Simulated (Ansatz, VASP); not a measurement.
# Mg3BiSb: VASP beside Ansatz, part 2 of 2

Wanted: the spread between two codes on one cell, functional and k mesh.

VASP 6.6.1 and Ansatz 0.2.0.

So far. Step 2 (Ansatz: single point, r2SCAN): The run ends at a pressure of -1.16 GPa, with forces up to 0.087 eV/Å.

## Step 3: VASP: single point, r2SCAN

Level of this step: r2SCAN; plane waves and PAW (Sb, Bi_d, Sb, Mg) (VASP).

The same cell, functional, mesh and smearing now go to VASP, with its own data sets and cutoff.

Lines of VASP's logs that name or quote its potential files are left out, and so is its time.

Contents of INCAR:

```
SYSTEM = Mg3BiSb
PREC = Accurate
ENCUT = 400
EDIFF = 1E-06
NELM = 100
ISMEAR = 0
SIGMA = 0.05
LREAL = .FALSE.
ALGO = Normal
METAGGA = R2SCAN
LASPH = .TRUE.
NBANDS = 72
LWAVE = .FALSE.
LCHARG = .FALSE.
KPAR = 2
NCORE = 4
ICORELEVEL = 1
```

Contents of POSCAR:

```
Mg3BiSb
1.0
    9.3286809250      0.0000000000      0.0000000000
   -4.6643404626      8.0788746648      0.0000000000
    0.0000000000      0.0000000000      7.3603450000
Sb Bi Sb Mg
1 4 3 12
Direct
    0.3333333350      0.1666666650      0.2276015587
    0.1666666650      0.3333333350      0.7764624620
    0.1666666650      0.8333333350      0.7764624620
    0.6666666650      0.3333333350      0.7764624620
    0.6666666650      0.8333333350      0.7764624620
    0.3333333350      0.6666666650      0.2276015587
    0.8333333350      0.1666666650      0.2276015587
    0.8333333350      0.6666666650      0.2276015587
    0.0000000000      0.0000000000      0.0044207813
    0.0000000000      0.5000000000      0.0044207813
    0.5000000000      0.0000000000      0.0044207813
    0.5000000000      0.5000000000      0.0044207813
    0.1666666650      0.3333333350      0.3640768459
    0.1666666650      0.8333333350      0.3640768459
    0.6666666650      0.3333333350      0.3640768459
    0.6666666650      0.8333333350      0.3640768459
    0.3333333350      0.1666666650      0.6274383520
    0.3333333350      0.6666666650      0.6274383520
    0.8333333350      0.1666666650      0.6274383520
    0.8333333350      0.6666666650      0.6274383520
```

Contents of KPOINTS:

```
Automatic mesh
0
Gamma
3 3 3
0 0 0
```

PAW data sets: Sb, Bi_d, Sb and Mg (PBE family, release 64).

Started as:

```bash
> mpirun -np 8 vasp_std
```

Numbers of over 12 decimals in the logs are rounded to 6 here.

What it wrote:

```text
[banner, memory and clock lines left out]
running    8 mpi-ranks, on    1 nodes
 distrk:  each k-point on    4 cores,    2 groups
 distr:  one band on    4 cores,    1 groups

 POSCAR found type information on POSCAR SbBiSbMg
 POSCAR found :  4 types and      20 ions
|                                                                             |
|               ----> ADVICE to this user running VASP <----                  |
|                                                                             |
|     You have a (more or less) 'large supercell' and for larger cells it     |
|     might be more efficient to use real-space projection operators.         |
|     Therefore, try LREAL= Auto in the INCAR file.                           |
|     Mind: For very accurate calculation, you might also keep the            |
|     reciprocal projection scheme (i.e. LREAL=.FALSE.).                      |
|                                                                             |

|                                                                             |
|               ----> ADVICE to this user running VASP <----                  |
|                                                                             |
|     You enforced a specific xc type in the INCAR file but a different       |
|     [... a line on the potential file left out ...]
|     I HOPE YOU KNOW WHAT YOU ARE DOING!                                     |
|                                                                             |

 LDA part: xc-table for (None), standard interpolation
 POSCAR, INCAR and KPOINTS ok, starting setup
 FFT: planning ... GRIDC
 FFT: planning ... GRID_SOFT
 FFT: planning ... GRID
 WAVECAR not read
 entering main loop
       N       E                     dE             d eps       ncg     rms          rms(c)
DAV:   1     0.405322937680E+03    0.40532E+03   -0.38684E+04  1152   0.108E+03
DAV:   2    -0.331525547211E+03   -0.73685E+03   -0.70338E+03  1120   0.284E+02
DAV:   3    -0.409881699090E+03   -0.78356E+02   -0.77298E+02  1248   0.115E+02
DAV:   4    -0.413069298398E+03   -0.31876E+01   -0.31798E+01  1208   0.253E+01
DAV:   5    -0.413214640094E+03   -0.14534E+00   -0.14533E+00  1424   0.500E+00    0.794E+00
DAV:   6    -0.394259002521E+03    0.18956E+02   -0.63824E+00  1120   0.138E+01    0.491E+00
DAV:   7    -0.394300768807E+03   -0.41766E-01   -0.17988E+00  1208   0.360E+00    0.237E+00
DAV:   8    -0.394364345518E+03   -0.63577E-01   -0.15299E-01  1160   0.171E+00    0.907E-01
DAV:   9    -0.394368798992E+03   -0.44535E-02   -0.25605E-02  1168   0.954E-01    0.179E-01
DAV:  10    -0.394368658933E+03    0.14006E-03   -0.29593E-03  1400   0.263E-01    0.488E-02
DAV:  11    -0.394368724619E+03   -0.65686E-04   -0.43916E-04  1216   0.755E-02    0.339E-02
DAV:  12    -0.394368751365E+03   -0.26746E-04   -0.44299E-05  1216   0.246E-02    0.992E-03
DAV:  13    -0.394368744810E+03    0.65543E-05   -0.10267E-05  1112   0.175E-02    0.575E-03
DAV:  14    -0.394368744128E+03    0.68265E-06   -0.18149E-06   864   0.357E-03
   1 F= -.39436874E+03 E0= -.39436874E+03  d E =-.153731E-10
```

Parts of OUTCAR (step 3):

```text
ion  position               nearest neighbor table
   1  0.333  0.167  0.228-  15 2.87  14 2.87  13 2.87  17 2.94  11 3.15   9 3.15  12 3.15
   2  0.167  0.333  0.776-  19 2.91  18 2.91  17 2.91  13 3.04  10 3.17  12 3.17   9 3.17
   3  0.167  0.833  0.776-  20 2.91  17 2.91  18 2.91  14 3.04   9 3.17  11 3.17  10 3.17
   4  0.667  0.333  0.776-  17 2.91  20 2.91  19 2.91  15 3.04  12 3.17  10 3.17  11 3.17
   5  0.667  0.833  0.776-  18 2.91  19 2.91  20 2.91  16 3.04  11 3.17   9 3.17  12 3.17
   6  0.333  0.667  0.228-  16 2.87  13 2.87  14 2.87  18 2.94  12 3.15  10 3.15  11 3.15
   7  0.833  0.167  0.228-  13 2.87  16 2.87  15 2.87  19 2.94   9 3.15  11 3.15  10 3.15
   8  0.833  0.667  0.228-  14 2.87  15 2.87  16 2.87  20 2.94  10 3.15  12 3.15   9 3.15
   9  0.000  0.000  0.004-   7 3.15   1 3.15   8 3.15   3 3.17   5 3.17   2 3.17
  10  0.000  0.500  0.004-   8 3.15   6 3.15   7 3.15   2 3.17   4 3.17   3 3.17
  11  0.500  0.000  0.004-   1 3.15   7 3.15   6 3.15   5 3.17   3 3.17   4 3.17
  12  0.500  0.500  0.004-   6 3.15   8 3.15   1 3.15   4 3.17   2 3.17   5 3.17
  13  0.167  0.333  0.364-   7 2.87   6 2.87   1 2.87   2 3.04  19 3.32  18 3.32  17 3.32
  14  0.167  0.833  0.364-   8 2.87   1 2.87   6 2.87   3 3.04  20 3.32  17 3.32  18 3.32
  15  0.667  0.333  0.364-   1 2.87   8 2.87   7 2.87   4 3.04  17 3.32  20 3.32  19 3.32
  16  0.667  0.833  0.364-   6 2.87   7 2.87   8 2.87   5 3.04  18 3.32  19 3.32  20 3.32
  17  0.333  0.167  0.627-   4 2.91   3 2.91   2 2.91   1 2.94  15 3.32  14 3.32  13 3.32
  18  0.333  0.667  0.627-   5 2.91   2 2.91   3 2.91   6 2.94  16 3.32  13 3.32  14 3.32
  19  0.833  0.167  0.627-   2 2.91   5 2.91   4 2.91   7 2.94  13 3.32  16 3.32  15 3.32
  20  0.833  0.667  0.627-   3 2.91   4 2.91   5 2.91   8 2.94  14 3.32  15 3.32  16 3.32

  LATTYP: Found a hexagonal cell.
 ALAT       =     9.3286809250
 C/A-ratio  =     0.7890016884

 Subroutine GETGRP returns: Found  6 space group operations
 (whereof  2 operations were pure point group operations)

The static configuration has the point symmetry C_1h.
 The point group associated with its full space group is C_3v.

 Found      7 irreducible k-points:

   k-points           NKPTS =      7   k-points in BZ     NKDIM =      7   number of bands    NBANDS=     72

   dimension x,y,z NGX =    64 NGY =   64 NGZ =   48
   dimension x,y,z NGXF=   128 NGYF=  128 NGZF=   96

   ENCUT  =  400.0 eV  29.40 Ry    5.42 a.u.  15.21 15.21 12.00*2*pi/ulx,y,z

   NELECT =     104.0000    total number of electrons

 k-points in reciprocal lattice and weights: Automatic mesh
   0.00000000  0.00000000  0.00000000       0.037
   0.33333333  0.00000000  0.00000000       0.222
   0.33333333  0.33333333  0.00000000       0.074
   0.00000000  0.00000000  0.33333333       0.074
   0.33333333  0.00000000  0.33333333       0.222
   0.00000000  0.33333333  0.33333333       0.222
   0.33333333  0.33333333  0.33333333       0.148

 the core state eigenenergies are
   1-  1s -30409.9026  2s  -4645.4044  2p  -4175.7198  3s   -914.3389  3p   -760.0283
       3d   -524.6807  4s   -147.3804  4p    -99.6271  4d    -29.5623
   2-  1s -90858.7337  2s -16362.8425  2p -14003.0119  3s  -3964.6712  3p  -3288.8058
       3d  -2612.4765  4s   -916.2429  4p   -693.6949  4d   -439.2721  4f   -159.1805
       5s   -156.4660  5p    -93.5547
   3-  1s -90858.7337  2s -16362.8425  2p -14003.0119  3s  -3964.6712  3p  -3288.8058
       3d  -2612.4765  4s   -916.2429  4p   -693.6949  4d   -439.2721  4f   -159.1805
       5s   -156.4660  5p    -93.5547
   4-  1s -90858.7337  2s -16362.8425  2p -14003.0119  3s  -3964.6712  3p  -3288.8058
       3d  -2612.4765  4s   -916.2429  4p   -693.6949  4d   -439.2721  4f   -159.1805
       5s   -156.4660  5p    -93.5547
   5-  1s -90858.7337  2s -16362.8425  2p -14003.0119  3s  -3964.6712  3p  -3288.8058
       3d  -2612.4765  4s   -916.2429  4p   -693.6949  4d   -439.2721  4f   -159.1805
       5s   -156.4660  5p    -93.5547
   6-  1s -30409.9026  2s  -4645.4045  2p  -4175.7199  3s   -914.3389  3p   -760.0283
       3d   -524.6807  4s   -147.3804  4p    -99.6272  4d    -29.5623
   7-  1s -30409.9026  2s  -4645.4045  2p  -4175.7199  3s   -914.3389  3p   -760.0283
       3d   -524.6807  4s   -147.3804  4p    -99.6272  4d    -29.5623
   8-  1s -30409.9026  2s  -4645.4045  2p  -4175.7199  3s   -914.3389  3p   -760.0283
       3d   -524.6807  4s   -147.3804  4p    -99.6272  4d    -29.5623
   9-  1s  -1275.5842  2s    -79.6701  2p    -45.7922
  10-  1s  -1275.5842  2s    -79.6701  2p    -45.7922
  11-  1s  -1275.5842  2s    -79.6701  2p    -45.7922
  12-  1s  -1275.5842  2s    -79.6701  2p    -45.7922
  13-  1s  -1274.4394  2s    -78.7935  2p    -44.9163
  14-  1s  -1274.4394  2s    -78.7935  2p    -44.9163
  15-  1s  -1274.4394  2s    -78.7935  2p    -44.9163
  16-  1s  -1274.4394  2s    -78.7935  2p    -44.9163
  17-  1s  -1274.3213  2s    -78.6973  2p    -44.8202
  18-  1s  -1274.3213  2s    -78.6973  2p    -44.8202
  19-  1s  -1274.3213  2s    -78.6973  2p    -44.8202
  20-  1s  -1274.3213  2s    -78.6973  2p    -44.8202

 E-fermi :   4.4692

 k-point     1 :       0.0000    0.0000    0.0000
  band No.  band energies     occupation
    ...
     48       3.3469      2.00000
     49       3.3469      2.00000
     50       3.8853      2.00000
     51       3.8853      2.00000
     52       4.2269      2.00000
     53       4.8829      0.00000
     54       4.8829      0.00000
     55       4.8829      0.00000
     56       5.0906      0.00000
     57       5.6646      0.00000
    ...

 k-point     2 :       0.3333    0.0000    0.0000
  band No.  band energies     occupation
    ...
     48       2.6223      2.00000
     49       2.9944      2.00000
     50       3.5056      2.00000
     51       3.8154      2.00000
     52       3.9577      2.00000
     53       5.2097      0.00000
     54       5.3446      0.00000
     55       5.3446      0.00000
     56       6.1355      0.00000
     57       6.3999      0.00000
    ...

 k-point     3 :       0.3333    0.3333    0.0000
  band No.  band energies     occupation
    ...
     48       3.0730      2.00000
     49       3.0730      2.00000
     50       3.3679      2.00000
     51       3.3679      2.00000
     52       3.3679      2.00000
     53       4.7731      0.00000
     54       6.1115      0.00000
     55       6.1115      0.00000
     56       6.1115      0.00000
     57       7.0526      0.00000
    ...

  Total       -5.0370150     -5.0370150     -3.3111038      0.0000000      0.0000000     -0.0000000
  in kB      -14.5483769    -14.5483769     -9.5634391      0.0000000      0.0000000     -0.0000000
  external PRESSURE =     -12.8867310 kB  Pullay stress =       0.0000000 kB

  energy-cutoff  :      400.00
  volume of cell :      554.71
      direct lattice vectors                 reciprocal lattice vectors
     9.328680925  0.000000000  0.000000000     0.107196292  0.061889808  0.000000000
    -4.664340463  8.078874665  0.000000000     0.000000000  0.123779616  0.000000000
     0.000000000  0.000000000  7.360345000     0.000000000  0.000000000  0.135863197

 POSITION                                       TOTAL-FORCE (eV/Angst)
 -----------------------------------------------------------------------------------
      2.33217      1.34648      1.67523         0.000000     -0.000000      0.077177
     -0.00000      2.69296      5.71503        -0.000006      0.000003     -0.092461
     -2.33217      6.73240      5.71503         0.000000     -0.000007     -0.092461
      4.66434      2.69296      5.71503         0.000006      0.000003     -0.092461
      2.33217      6.73240      5.71503        -0.000000      0.000000     -0.092453
      0.00000      5.38592      1.67523         0.000000      0.000000      0.077177
      6.99651      1.34648      1.67523         0.000000     -0.000000      0.077177
      4.66434      5.38592      1.67523        -0.000000      0.000000      0.077177
      0.00000      0.00000      0.03254        -0.000000     -0.000000     -0.000280
     -2.33217      4.03944      0.03254         0.000000     -0.000000     -0.000280
      4.66434      0.00000      0.03254         0.000000     -0.000000     -0.000280
      2.33217      4.03944      0.03254        -0.000000      0.000000     -0.000280
     -0.00000      2.69296      2.67973         0.000000     -0.000000      0.008060
     -2.33217      6.73240      2.67973        -0.000000      0.000000      0.008060
      4.66434      2.69296      2.67973        -0.000000     -0.000000      0.008060
      2.33217      6.73240      2.67973         0.000000     -0.000000      0.008060
      2.33217      1.34648      4.61816         0.000000     -0.000000      0.007502
      0.00000      5.38592      4.61816         0.000000      0.000000      0.007502
      6.99651      1.34648      4.61816         0.000000     -0.000000      0.007502
      4.66434      5.38592      4.61816        -0.000000      0.000000      0.007502
 -----------------------------------------------------------------------------------
    total drift:                                0.000162     -0.000094     -0.014280

  FREE ENERGIE OF THE ION-ELECTRON SYSTEM (eV)
  ---------------------------------------------------
  free  energy   TOTEN  =      -394.3687441278 eV

  energy  without entropy=     -394.3687441278  energy(sigma->0) =     -394.36874413

[... 3 further parts left out ...]
```

The run ends at a pressure of -1.29 GPa, with forces up to 0.092 eV/Å.

## Step 4: Side by side

Known differences besides the PAW data sets themselves: VASP keeps PBE cores, Ansatz makes them for the functional; the data sets hold 240 valence electrons in Ansatz (default PAW (the set named soft_2) files) and 104 in VASP; the cutoff is 500 eV in Ansatz and 400 eV in VASP. Total energies have different zeros and are not compared.

Compared:

| quantity | Ansatz | VASP | difference |
| --- | --- | --- | --- |
| pressure (GPa) | -1.16 | -1.29 | +0.13 |
| gap on the k mesh (eV) | 0.495 | 0.465 | +0.030 |

Forces on 10 of the 20 atoms, picked by the larger force of the two programs (eV/Å; atoms numbered as in POSCAR):

| atom | Ansatz x, y, z | VASP x, y, z |
| --- | --- | --- |
| Sb1 | 0.000, 0.000, 0.087 | 0.000, 0.000, 0.077 |
| Bi2 | 0.000, 0.000, -0.085 | 0.000, 0.000, -0.092 |
| Bi3 | 0.000, 0.000, -0.085 | 0.000, 0.000, -0.092 |
| Bi4 | 0.000, 0.000, -0.085 | 0.000, 0.000, -0.092 |
| Bi5 | 0.000, 0.000, -0.085 | 0.000, 0.000, -0.092 |
| Sb6 | 0.000, 0.000, 0.087 | 0.000, 0.000, 0.077 |
| Sb7 | 0.000, 0.000, 0.087 | 0.000, 0.000, 0.077 |
| Sb8 | 0.000, 0.000, 0.087 | 0.000, 0.000, 0.077 |
| Mg13 | 0.000, 0.000, -0.009 | 0.000, 0.000, 0.008 |
| Mg14 | 0.000, 0.000, -0.009 | 0.000, 0.000, 0.008 |

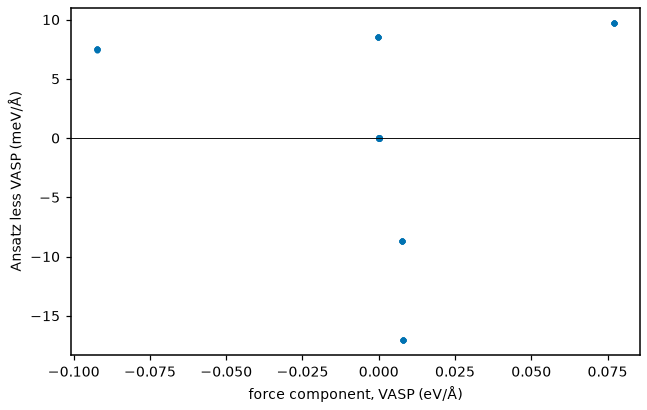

Difference of the force components against their size.

The forces differ by 6.3 meV/Å r.m.s., which is 20.0 % of the r.m.s. force of 0.03 eV/Å (both taken over all components).

## Step 5: Outcome

| Item | Value |
| --- | --- |
| r.m.s. force difference (single point, r2SCAN) | 6.3 meV/Å |

The r.m.s. force difference is 6.3 meV/Å (single point, r2SCAN), within the 12 meV/Å picked in this series as the mark of a large difference. Differences of this kind measure data sets and numerical settings, not the functional's error against experiment.

[Lines on the potential files, build, host, timing and source positions are cut from VASP's logs without a mark.]

[Logs are printed without paths, hosts, clocks, repeated set-up lines and the standing remarks that a program may print on its own settings, such as how far it seeks lower states.]

[Hosts, paths, dates, database ids (printed as entryN), source tags and the programs' standing remarks are cut or masked in the printed files.]
